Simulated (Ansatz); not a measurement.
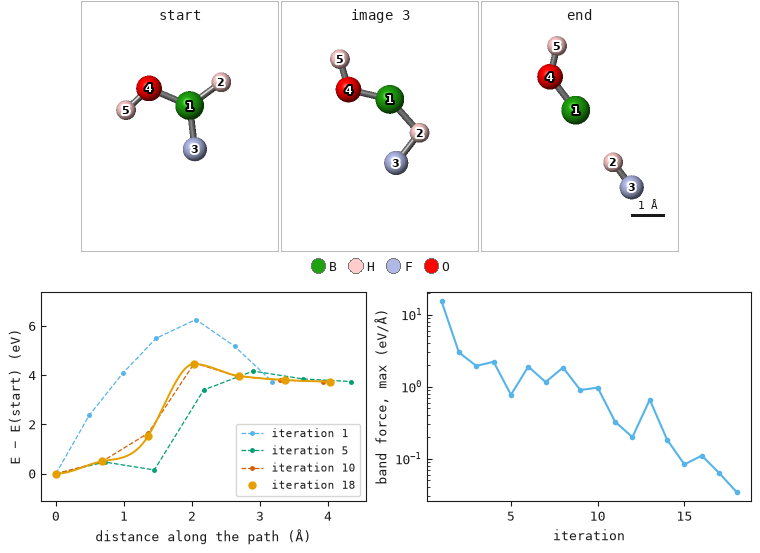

NEB run on BH2OF. Images are numbered from 0 (start) to 6 (end). The plot follows the band through its iterations. The picture is a ball-and-stick view, seen face on.

All numbers below come from RKS PBE0-D4/def2-SVPD (Ansatz).

Input file:
```yaml
crystal:
  periodic: [false, false, false]
  atoms:
    - { symbol: B, position_ang: [0.138434, -0.056105, 0.307035] }
    - { symbol: H, position_ang: [0.391845, 0.325615, 1.414982] }
    - { symbol: F, position_ang: [1.135718, -0.27069, -0.560053] }
    - { symbol: O, position_ang: [-1.132059, -0.270209, -0.072324] }
    - { symbol: H, position_ang: [-1.219037, -0.575311, -0.982339] }
basis:
  gaussian: { orbitals: def2-SVPD }
hamiltonian:
  xc: pbe0
  dispersion: d4
neb:
  order_check: false
  images: 5
  f_tol: 0.05
  max_iterations: 60
  final_atoms:
    - { symbol: B, position_ang: [-0.49098948, -0.18371978, 0.05376113] }
    - { symbol: H, position_ang: [1.37268295, 0.11637697, 0.56770785] }
    - { symbol: F, position_ang: [2.28173685, 0.25732229, 0.801523] }
    - { symbol: O, position_ang: [-1.72684643, -0.36857771, -0.24482602] }
    - { symbol: H, position_ang: [-2.12168289, -0.66810177, -1.07086495] }
  initial_path:
    images:
      - { positions_ang: [[0.138434, -0.056105, 0.307035], [0.391845, 0.325615, 1.414982], [1.135718, -0.27069, -0.560053], [-1.132059, -0.270209, -0.072324], [-1.219037, -0.575311, -0.982339]] }
      - { positions_ang: [[0.08997104, -0.03540069, 0.20660176], [0.51470153, 0.21254451, 1.33151335], [1.25949672, -0.16060368, -0.33014718], [-1.16667524, -0.18423456, -0.27663021], [-1.38259304, -0.67900559, -0.82403672]] }
      - { positions_ang: [[0.04150807, -0.01469638, 0.10616853], [0.63755806, 0.09947403, 1.24804469], [1.38327544, -0.05051735, -0.10024136], [-1.20129149, -0.09826012, -0.48093641], [-1.54614909, -0.78270018, -0.66573445]] }
      - { positions_ang: [[-0.00695489, 0.00600792, 0.00573529], [0.76041459, -0.01359646, 1.16457604], [1.50705415, 0.05956897, 0.12966446], [-1.23590773, -0.01228567, -0.68524262], [-1.70970513, -0.88639476, -0.50743217]] }
      - { positions_ang: [[-0.16829976, -0.05723464, 0.02174391], [0.96450405, 0.02972802, 0.96561998], [1.76528172, 0.12548675, 0.3536173], [-1.39955396, -0.13104969, -0.53843709], [-1.84703105, -0.81363043, -0.6952431]] }
      - { positions_ang: [[-0.32964462, -0.12047721, 0.03775252], [1.1685935, 0.0730525, 0.76666391], [2.02350928, 0.19140452, 0.57757015], [-1.56320019, -0.2498137, -0.39163155], [-1.98435697, -0.7408661, -0.88305402]] }
      - { positions_ang: [[-0.49098948, -0.18371978, 0.05376113], [1.37268295, 0.11637697, 0.56770785], [2.28173685, 0.25732229, 0.801523], [-1.72684643, -0.36857771, -0.24482602], [-2.12168289, -0.66810177, -1.07086495]] }
```

Command:
```bash
ansatz run input.yaml --threads 1 --pin off --max-ram 2048MiB --backend cpu --events-out ev --progress --plain --runs-dir out
```

> Did the band converge, and can the barrier be trusted?

The result is final at these settings. The band converged in 18 iterations. The largest component of the band force went from 15 to 0.035 eV/Å. The climbing image converged on the top of the path. Its vibrational analysis gives one imaginary mode (1177i cm⁻¹), as a transition state must have. The first iteration put the highest image at 6.27 eV. Forward barrier 4.46 eV, backward barrier 0.71 eV, with image 3 at the top; the reaction energy is +3.75 eV.

The run took 2.3 min on 1 thread of Arm Neoverse V1, with other jobs on the host, peak memory 0.13 GiB.
